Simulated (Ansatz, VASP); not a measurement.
## Cross-check of ZrGeS between VASP and Ansatz

Aim: how closely do two programs agree when they are given the same cell, functional and k mesh?

Calculated with Ansatz 0.2.0; plane waves, with VASP 6.6.1 beside it; single point at r2SCAN and band structure at r2SCAN.

### Step 1. The structure

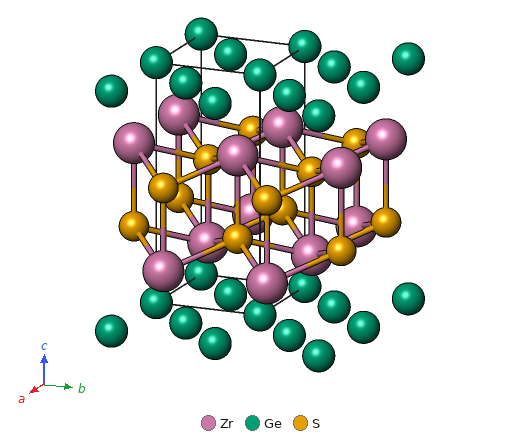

Start, viewed slightly off an axis; zirconium pink, germanium teal, sulfur orange. 2×2×1 cells are drawn. Some periodic images of atoms are drawn too.

Structure file:

```xyz
6
Lattice="3.6260 0.0000 0.0000 0.0000 3.6260 0.0000 0.0000 0.0000 8.0190" Properties=species:S:1:pos:R:3 pbc="T T T"
Zr    0.0000    1.8130    2.2132
Zr    1.8130    0.0000    5.8058
Ge    0.0000    0.0000    0.0000
Ge    1.8130    1.8130    0.0000
S     0.0000    1.8130    4.9878
S     1.8130    0.0000    3.0312
```

### Step 2. VASP: single point, r2SCAN

A single point gives forces, pressure and levels at one fixed geometry, so differences don't come from the geometry; what else differs is listed under the comparison.

Lines of VASP's logs that name or quote its potential files are left out, and so is its time.

Contents of INCAR:

```
SYSTEM = ZrGeS
PREC = Accurate
ENCUT = 410
EDIFF = 1E-06
NELM = 100
ISMEAR = -1
SIGMA = 0.05
LREAL = .FALSE.
ALGO = Normal
METAGGA = R2SCAN
LASPH = .TRUE.
NBANDS = 39
LORBIT = 11
LWAVE = .FALSE.
LCHARG = .FALSE.
KPAR = 4
ISIF = 2
```

Contents of POSCAR:

```
ZrGeS
1.0
    3.6260000000      0.0000000000      0.0000000000
    0.0000000000      3.6260000000      0.0000000000
    0.0000000000      0.0000000000      8.0190000000
Zr Ge S
2 2 2
Direct
    0.0000000000      0.5000000000      0.2760000000
    0.5000000000      0.0000000000      0.7240000000
    0.0000000000      0.0000000000      0.0000000000
    0.5000000000      0.5000000000      0.0000000000
    0.0000000000      0.5000000000      0.6220000000
    0.5000000000      0.0000000000      0.3780000000
```

Contents of KPOINTS:

```
Automatic mesh
0
Gamma
7 7 4
0 0 0
```

Potentials, in the order of the species: Zr_sv, Ge_d and S (PBE family, release 64).

Launch:

```
> mpirun -np 4 vasp_std
```

Numbers of over 12 decimals in the logs are rounded to 6 here.

Output:

```text
[banner, memory and clock lines left out]
running    4 mpi-ranks, on    1 nodes
 distrk:  each k-point on    1 cores,    4 groups
 distr:  one band on    1 cores,    1 groups

 POSCAR found type information on POSCAR ZrGeS
 POSCAR found :  3 types and       6 ions
|                                                                             |
|               ----> ADVICE to this user running VASP <----                  |
|                                                                             |
|     You enforced a specific xc type in the INCAR file but a different       |
|     [... a line on the potential file left out ...]
|     I HOPE YOU KNOW WHAT YOU ARE DOING!                                     |
|                                                                             |

 LDA part: xc-table for (None), standard interpolation
 POSCAR, INCAR and KPOINTS ok, starting setup
 FFT: planning ... GRIDC
 FFT: planning ... GRID_SOFT
 FFT: planning ... GRID
 WAVECAR not read
 entering main loop
       N       E                     dE             d eps       ncg     rms          rms(c)
DAV:   1     0.638281513995E+03    0.63828E+03   -0.27541E+04  2976   0.308E+03
DAV:   2     0.970116099427E+01   -0.62858E+03   -0.60324E+03  2411   0.860E+02
DAV:   3    -0.105484021923E+03   -0.11519E+03   -0.11173E+03  3223   0.205E+02
DAV:   4    -0.115534537936E+03   -0.10051E+02   -0.99738E+01  3552   0.611E+01
DAV:   5    -0.116077574026E+03   -0.54304E+00   -0.54232E+00  3561   0.118E+01    0.228E+01
DAV:   6    -0.968916711692E+02    0.19186E+02   -0.11927E+01  3851   0.421E+01    0.914E+00
DAV:   7    -0.970729950161E+02   -0.18132E+00   -0.21446E+00  2984   0.826E+00    0.370E+00
DAV:   8    -0.971134618492E+02   -0.40467E-01   -0.16688E-01  3540   0.324E+00    0.110E+00
DAV:   9    -0.971136539902E+02   -0.19214E-03   -0.28938E-02  3427   0.113E+00    0.231E-01
DAV:  10    -0.971147704150E+02   -0.11164E-02   -0.29264E-03  3299   0.346E-01    0.149E-01
DAV:  11    -0.971150616238E+02   -0.29121E-03   -0.35186E-04  3180   0.123E-01    0.324E-02
DAV:  12    -0.971150919111E+02   -0.30287E-04   -0.49865E-05  3322   0.562E-02    0.115E-02
DAV:  13    -0.971150922622E+02   -0.35106E-06   -0.54696E-06  2793   0.190E-02
   1 F= -.97115092E+02 E0= -.97111355E+02  d E =-.747375E-02
```

Parts of OUTCAR (step 2):

```text
ion  position               nearest neighbor table
   1  0.000  0.500  0.276-   6 2.69   6 2.69   6 2.69   6 2.69   5 2.77   3 2.86   4 2.86   4 2.86
                             3 2.86
   2  0.500  0.000  0.724-   5 2.69   5 2.69   5 2.69   5 2.69   6 2.77   3 2.86   3 2.86   4 2.86
                             4 2.86
   3  0.000  0.000  0.000-   4 2.56   4 2.56   4 2.56   4 2.56   2 2.86   2 2.86   1 2.86   1 2.86

  LATTYP: Found a simple tetragonal cell.
 ALAT       =     3.6260000000
 C/A-ratio  =     2.2115278544

 Subroutine GETGRP returns: Found 16 space group operations
 (whereof  8 operations were pure point group operations)

The static configuration has the point symmetry D_2d.
 The point group associated with its full space group is D_4h.

 Found     30 irreducible k-points:

   k-points           NKPTS =     30   k-points in BZ     NKDIM =     30   number of bands    NBANDS=     39

   dimension x,y,z NGX =    24 NGY =   24 NGZ =   54
   dimension x,y,z NGXF=    48 NGYF=   48 NGZF=  108

   ENCUT  =  410.0 eV  30.13 Ry    5.49 a.u.   5.99  5.99 13.24*2*pi/ulx,y,z

   NELECT =      64.0000    total number of electrons

 k-points in reciprocal lattice and weights: Automatic mesh
   0.00000000  0.00000000  0.00000000       0.005
   0.14285714  0.00000000  0.00000000       0.020
   0.28571429  0.00000000  0.00000000       0.020
   0.42857143  0.00000000  0.00000000       0.020
   0.14285714  0.14285714  0.00000000       0.020
   0.28571429  0.14285714  0.00000000       0.041
   0.42857143  0.14285714  0.00000000       0.041
   0.28571429  0.28571429  0.00000000       0.020
   0.42857143  0.28571429  0.00000000       0.041
[...]
0.42857143  0.28571429  0.50000000       0.041
   0.42857143  0.42857143  0.50000000       0.020

 average (electrostatic) potential at core
       1 -80.5987       2 -80.5987       3 -74.6916       4 -74.6916       5 -85.8974
       6 -85.8974

 E-fermi :   9.6511

 k-point     1 :       0.0000    0.0000    0.0000
  band No.  band energies     occupation
    ...
     29       6.9151      2.00000
     30       6.9151      2.00000
     31       7.1451      2.00000
     32       8.1513      2.00000
     33       9.2902      1.99854
     34      10.2809      0.00001
     35      10.5304      0.00000
     36      10.7405      0.00000
     37      10.7405      0.00000
     38      10.7636      0.00000
    ...

 k-point     2 :       0.1429    0.0000    0.0000
  band No.  band energies     occupation
    ...
     28       6.4532      2.00000
     29       6.7221      2.00000
     30       7.4420      2.00000
     31       7.7591      2.00000
     32       8.1593      2.00000
     33      10.0354      0.00092
     34      10.3002      0.00000
     35      10.3331      0.00000
     36      10.7246      0.00000
     37      10.8856      0.00000
    ...

 k-point     3 :       0.2857    0.0000    0.0000
  band No.  band energies     occupation
    ...
     28       5.6517      2.00000
     29       7.3211      2.00000
     30       7.8816      2.00000
     31       8.0350      2.00000
     32       8.6570      2.00000
     33      10.1629      0.00007
     34      10.1648      0.00007
     35      10.6503      0.00000
     36      11.3321      0.00000
     37      11.3529      0.00000
    ...

  Total        1.0123466      1.0123466      1.0999153      0.0000000     -0.0000000      0.0000000
  in kB       15.3838138     15.3838138     16.7145245      0.0000000     -0.0000000      0.0000000
  external PRESSURE =      15.8273841 kB  Pullay stress =       0.0000000 kB

  energy-cutoff  :      410.00
  volume of cell :      105.43
      direct lattice vectors                 reciprocal lattice vectors
     3.626000000  0.000000000  0.000000000     0.275785990  0.000000000  0.000000000
     0.000000000  3.626000000  0.000000000     0.000000000  0.275785990  0.000000000
     0.000000000  0.000000000  8.019000000     0.000000000  0.000000000  0.124703828

 POSITION                                       TOTAL-FORCE (eV/Angst)
 -----------------------------------------------------------------------------------
      0.00000      1.81300      2.21324         0.000000     -0.000000     -0.099714
      1.81300      0.00000      5.80576        -0.000000      0.000000      0.099714
      0.00000      0.00000      0.00000        -0.000000      0.000000     -0.000000
      1.81300      1.81300      0.00000        -0.000000     -0.000000     -0.000000
      0.00000      1.81300      4.98782        -0.000000     -0.000000     -0.097037
      1.81300      0.00000      3.03118         0.000000      0.000000      0.097037
 -----------------------------------------------------------------------------------
    total drift:                                0.000000     -0.000000     -0.000000

  FREE ENERGIE OF THE ION-ELECTRON SYSTEM (eV)
  ---------------------------------------------------
  free  energy   TOTEN  =       -97.1150922622 eV

  energy  without entropy=      -97.1076185128  energy(sigma->0) =      -97.11135539

 total charge
# of ion       s       p       d       tot
------------------------------------------
    1        2.136   5.987   1.554   9.677
    2        2.136   5.987   1.554   9.677
    3        1.112   1.350  10.051  12.513
    4        1.112   1.350  10.051  12.513
    5        1.313   2.472   0.000   3.786
    6        1.313   2.472   0.000   3.786
--------------------------------------------------
tot          9.122  19.620  23.210  51.951

[... 3 further parts left out ...]
```

The run ends at a pressure of 1.58 GPa, with forces up to 0.100 eV/Å.

### Step 3. Ansatz: single point, r2SCAN

Ansatz runs on its default PAW (the set named soft_2) files.

The same cell, functional, mesh and smearing now go to Ansatz, which takes its cutoff from its data sets.

Contents of input.yaml:

```yaml
crystal:
  lattice:
    - [3.626, 0.0, 0.0]
    - [0.0, 3.626, 0.0]
    - [0.0, 0.0, 8.019]
  atoms:
    - { symbol: Zr, position: [0.0, 0.5, 0.276] }
    - { symbol: Zr, position: [0.5, 0.0, 0.724] }
    - { symbol: Ge, position: [0.0, 0.0, 0.0] }
    - { symbol: Ge, position: [0.5, 0.5, 0.0] }
    - { symbol: S, position: [0.0, 0.5, 0.622] }
    - { symbol: S, position: [0.5, 0.0, 0.378] }
hamiltonian:
  xc: r2scan
  pseudopotentials: { kind: paw }
kpoints:
  mp_grid: { grid: [7, 7, 4] }
scf:
  occupations: { method: fermi_dirac, width: 0.05 }
  n_extra_bands: 5
output:
  forces: true
  stress: true
  eigenvalues: true
```

Launch:

```
> ansatz run input.yaml --threads 4 --pin off --max-ram 9216MiB --backend cpu --events-out ev --progress --plain --runs-dir out
```

Output:

```text
scf.n_extra_bands = 5 over 32 filled bands (N_el = 64.0): the run solves 37 bands
Engine: ansatz 0.2.0, aarch64-unknown-linux-gnu
Pseudopotentials: kind: paw
Pseudopotential: Zr, paw, valence charge 12, recommended cutoff 500 eV (meta_gga), Zr.paw.azcp
Pseudopotential: Ge, paw, valence charge 14, recommended cutoff 500 eV (meta_gga), Ge.paw.azcp
Pseudopotential: S, paw, valence charge 6, recommended cutoff 500 eV (meta_gga), S.paw.azcp
Functional definition: r2SCAN
  parameter k0 = 0.174
  parameter k1 = 0.065
  parameter a1 = 4.9479
  exchange = r2scan_x(k0 = k0, k1 = k1, a1 = a1)
  correlation = r2scan_c
Crystal: 6 atoms, lattice volume = 105.433 Å³
Basis set: ecut = 500 eV, 2685 PW (Γ), exchange–correlation on 108×108×240 points (64 copies of the dense FFT grid, shifted against one another)
Bands: 37, of which v1, the nominal top of the filled ones, is band 32 counted from 1 (31 counted from 0)
Symmetry: 16 space group operations
Space group: P4/nmm (ITA 129), of the structure as read, at distance tolerance 4.7e-5 Å
k-points: 30 of 196
Non-local potential: Zr, projectors of the file, l = 0: 3, l = 1: 2, l = 2: 2, l = 3: 2
Non-local potential: Ge, projectors of the file, l = 0: 2, l = 1: 2, l = 2: 3, l = 3: 1
Non-local potential: S, projectors of the file, l = 0: 2, l = 1: 2, l = 2: 2
PAW form: soft (Blöchl's): semilocal exchange-correlation on the pseudo side does not see the compensation charge
PAW frozen core: Zr, regenerated for the run's functional (the file was generated under x = pbe(κ = 0.804, μ = 0.219515), c = pbe(β = 0.066725))
PAW frozen core: Ge, regenerated for the run's functional (the file was generated under x = pbe(κ = 0.804, μ = 0.219515), c = pbe(β = 0.066725))
PAW frozen core: S, regenerated for the run's functional (the file was generated under x = pbe(κ = 0.804, μ = 0.219515), c = pbe(β = 0.066725))
PAW one-centre angular grid: Zr, 590 points (default); XC on 160 Gauss nodes
PAW one-centre angular grid: Ge, 590 points (default); XC on 160 Gauss nodes
PAW one-centre angular grid: S, 302 points (default); XC on 160 Gauss nodes
Initial density: superposition of atomic densities (neutral atoms: chi_scale 0, normalization atom), corrected by the library's trained network
Initial wavefunctions: pseudopotential atomic-orbital guess
Functional: x = r2scan, c = r2scan; τ floored in thin density (d = 2e-4 eV/Å³)
SCF iter   1: F=—  HF=-18815.203821 eV  |F-HF|=—  |Δ(HF+E_count)|=         —  Δρ=8.69e-3  dr2=1.10e-1  dr2_τ=3.70e-2  ethr=1.77e-3  ⟨swp⟩=6.1  Hψ=4660  notcnv=0
preconditioner: auto → Kerker (q_TF=auto, 2.510 Å⁻¹)  [metal: Δε(μ)=0.101 eV  Ē_g=8.073 eV  σ=0.050 eV  W_gap=0.46  n_scr=30 (ndim 8)  ℏωp=19.1 eV  f_vac=0.000  D(μ)=0.83/eV (n_scr^D=2)]
SCF iter   2: F=—  HF=-18815.347038 eV  |F-HF|=—  |Δ(HF+E_count)|=   1.43e-1  Δρ=4.98e-3  dr2=3.14e-2  dr2_τ=1.06e-3  ethr=1.72e-4  ⟨swp⟩=2.5  Hψ=2364  notcnv=0  defer=6
SCF iter   3: F=—  HF=-18815.347483 eV  |F-HF|=—  |Δ(HF+E_count)|=   4.45e-4  Δρ=1.86e-3  dr2=3.28e-3  dr2_τ=2.88e-4  ethr=4.91e-5  ⟨swp⟩=3.0  Hψ=2176  notcnv=0  defer=6
SCF iter   4: F=—  HF=-18815.347957 eV  |F-HF|=—  |Δ(HF+E_count)|=   4.74e-4  Δρ=6.22e-4  dr2=4.73e-4  dr2_τ=1.63e-5  ethr=5.13e-6  ⟨swp⟩=2.0  Hψ=1823  notcnv=0  defer=6
SCF iter   5: F=—  HF=-18815.348055 eV  |F-HF|=—  |Δ(HF+E_count)|=   9.74e-5  Δρ=1.81e-4  dr2=7.44e-5  dr2_τ=3.32e-6  ethr=7.40e-7  ⟨swp⟩=2.0  Hψ=1948  notcnv=0  defer=6
SCF iter   6: F=—  HF=-18815.348063 eV  |F-HF|=—  |Δ(HF+E_count)|=   8.57e-6  Δρ=5.85e-5  dr2=4.98e-6  dr2_τ=3.31e-7  ethr=1.16e-7  ⟨swp⟩=2.0  Hψ=1532  notcnv=0  defer=6
SCF iter   7: F=—  HF=-18815.348064 eV  |F-HF|=—  |Δ(HF+E_count)|=   9.77e-7  Δρ=1.81e-5  dr2=4.43e-7  dr2_τ=1.30e-8  ethr=7.79e-9  ⟨swp⟩=2.1  Hψ=1954  notcnv=0  defer=6
SCF iter   8: F=-18815.348064 eV  HF=-18815.348064 eV  |F-HF|=6.77e-9  |Δ(HF+E_count)|=   1.64e-7  Δρ=4.16e-6  dr2=3.20e-8  dr2_τ=6.91e-10  ethr=1.56e-10  ⟨swp⟩=6.1  Hψ=4712  notcnv=0
SCF 1 converged in 8 iterations: F = -18815.348064 eV  dr2 = 3.20e-8
  greatest PAW one-centre occupation: 0.998 electrons in one spin orbital (limit 2), on the Ge atom at site 3 (counted from 0), in its partial waves of l = 2
SCF converged after 8 iterations
Free energy (F): -18815.348064 eV
Harris-Foulkes:  -18815.348064 eV  (|F-HF|=6.77e-9)
Internal energy: -18815.340663 eV  (E = F + TS)
E sigma→0 (E₀):  -18815.344364 eV
Entropy (-TS):   -0.007402 eV (-1.234 meV/atom)
Fermi energy:    13.850950 eV
--- Per-component energies (eV) ---
  E_band       = -357.594961
  E_kinetic    = 1108.282642
  E_local      = -6735.261822  (includes V_loc(G=0)·N_el)
  E_nonlocal   = 1053.477766
  E_hartree    = 2875.834452
  E_xc         = -639.354569
  E_vxc        = -754.622929  (∫ρ·V_xc dr)
  E_paw        = -11228.313148  (= ΣΔE_a)
  E_vpaw       = -822.007337  (= ΣTr[D̂ρ^β])
  E_aug_tail   = 0.000051  (compensation charges beyond the density's cutoff)
  E_vtau       = 40.872686  (kinetic-family band-sum trace: ∫τ·v_τ [+ j·A + Jᵃ·Aᵃ] dr)
  E_ewald      = -5247.285487
  E_core_change = -2.720548  (= ΣΔE_core)
  E_smearing   = -0.007402  (= −TS)
  E_closure    = -0.000000  (closes the sum)
  Σ components = -18815.348064   (vs F -18815.348064, Δ=0.00e0)
--- Forces (eV/Å), atoms counted from 1 ---
  atom   1  Zr     0.00000000     0.00000000    -0.10013240
  atom   2  Zr     0.00000000     0.00000000     0.10013240
  atom   3  Ge     0.00000000     0.00000000     0.00000000
  atom   4  Ge     0.00000000     0.00000000    -0.00000000
  atom   5  S      0.00000000     0.00000000    -0.09943252
  atom   6  S      0.00000000     0.00000000     0.09943252
  max |Σ_I F_I| component: 0.00e0 eV/Å
--- Stress (GPa, compression-positive) ---
        1.776192       0.000000       0.000000
        0.000000       1.776192       0.000000
        0.000000       0.000000       1.908706
  P = ⅓ Tr σ = 1.8204 GPa (18.204 kbar)
--- Band table (eV; the first three rows and the last of 30) ---
  k-point 0: bands = [... 28 lower, 11.1217, 11.1217, 11.3481, 12.3607, 13.4954, 14.4818, 14.7267, 14.9402, ... 1 higher]
  k-point 1: bands = [... 28 lower, 11.1285, 11.1285, 11.1956, 11.6466, 13.7407, 14.7381, 14.7400, 14.9482, ... 1 higher]
  k-point 2: bands = [... 28 lower, 10.6925, 11.0536, 11.1347, 11.1347, 13.9894, 14.7511, 14.9336, 15.1265, ... 1 higher]
  k-point 29: bands = [... 28 lower, 9.7434, 9.9026, 10.9495, 11.1448, 15.3570, 15.3641, 16.2207, 16.2843, ... 1 higher]
```

The job ended after 5.3 s (4 threads of Arm Neoverse V1, shared host; peak memory 0.67 GiB; 20 s of CPU time).

The run ends at a pressure of 1.82 GPa, with forces up to 0.10 eV/Å.

### Step 4. Comparison

Known differences besides the PAW data sets themselves: VASP keeps PBE cores, Ansatz makes them for the functional; the cutoff is 500 eV in Ansatz and 410 eV in VASP. Total energies have different zeros and are not compared.

Both answers:

```
      quantity  Ansatz  VASP  difference
pressure (GPa)    1.82  1.58       +0.24
```

Forces (eV/Å; atoms numbered as in POSCAR):

```
atom        Ansatz x, y, z          VASP x, y, z
 Zr1  0.000, 0.000, -0.100  0.000, 0.000, -0.100
 Zr2   0.000, 0.000, 0.100   0.000, 0.000, 0.100
 Ge3   0.000, 0.000, 0.000   0.000, 0.000, 0.000
 Ge4   0.000, 0.000, 0.000   0.000, 0.000, 0.000
  S5  0.000, 0.000, -0.099  0.000, 0.000, -0.097
  S6   0.000, 0.000, 0.099   0.000, 0.000, 0.097
```

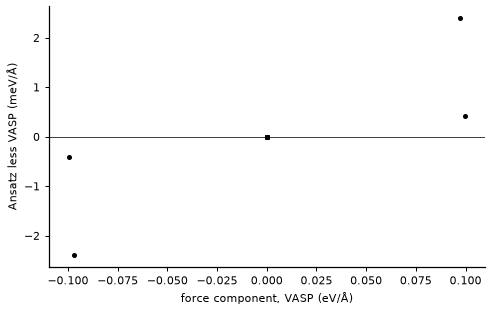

Difference of the force components against their size.

The forces differ by 0.8 meV/Å r.m.s., which is 1.7 % of the r.m.s. force of 0.05 eV/Å (both taken over all components). Ansatz's pressure holds a Pulay correction of 0.06 GPa; VASP's holds none.

(Continued in part 2 of 2.)

[Lines on the potential files, build, host, timing and source positions are cut from VASP's logs without a mark.]

[Logs are printed without paths, hosts, clocks, repeated set-up lines and the standing remarks that a program may print on its own settings, such as how far it seeks lower states.]

[Hosts, paths, dates, database ids (printed as entryN), source tags and the programs' standing remarks are cut or masked in the printed files.]
